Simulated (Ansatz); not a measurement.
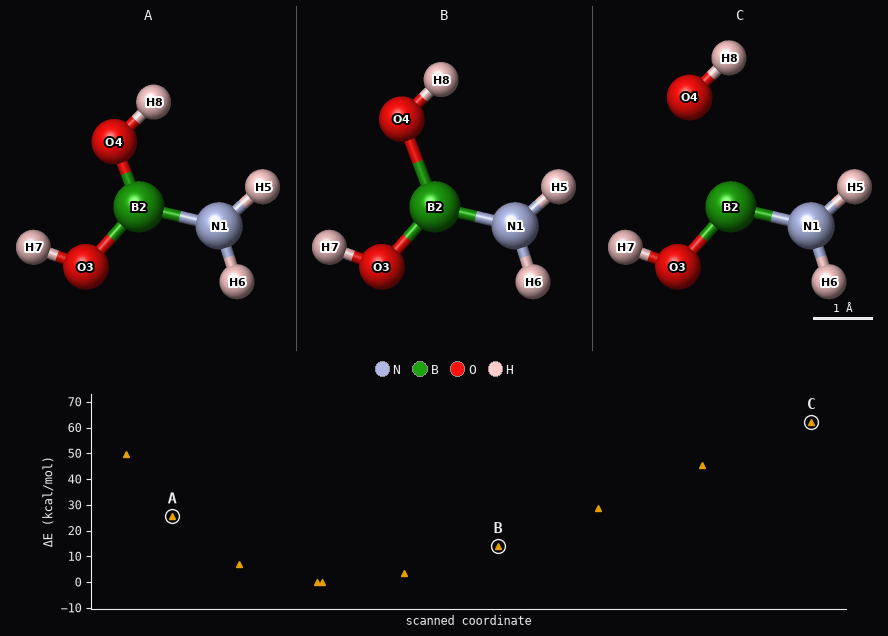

Frames of a one-coordinate scan of BNH$_{4}$O$_{2}$. The picture is a ball-and-stick view, seen face on.

Single-point energies from Ansatz with CCSD(T) in the def2-TZVPP basis, on geometries moved rigidly from the minimum at PBE0-D4/def2-TZVP. Coupled cluster with a frozen core. Energies are counted from the PBE0-D4/def2-TZVP minimum geometry at the same level.

**What is being scanned?**

The B2–O4 distance is varied, with the rest of the molecule carried along rigidly. In the frames the distance is 1.189 Å (A), 1.602 Å (B), 1.999 Å (C). The lowest computed point lies at the distance 1.379 Å (0.0 kcal/mol). The curvature at the lowest point is about 41 eV/Å² (6.6 mdyn/Å). The well is steeper on the short side, as for any bond.
